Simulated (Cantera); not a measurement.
A closed system holds: 1 mol SiC, 2.9 mol O2, 160 mol N2, 0.078 mol N2O, at 89.0 mbar.

Equilibrium computed with Cantera from the NASA thermochemical tables; the gas is ideal and each condensed phase is pure. Candidate condensed phases: C, Si, SiC, SiO2, Si2N2O, Si3N4; 34 gas species. The tables hold silica as quartz up to 1696 K and as liquid above; real silica turns to tridymite and cristobalite and melts near 1996 K. Kinetics and transport are ignored.

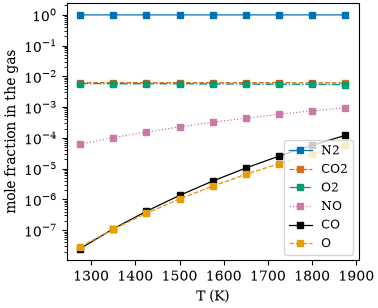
Figure: Equilibrium gas composition (values under 1e-9 drawn at 1e-9)

### Question
Read off the mole fractions at 1650 K.

### Answer
N2 about 0.99, CO2 about 0.0062, O2 about 0.0056, NO about 0.00044, CO about 1.0e-5, O about 6.5e-6.
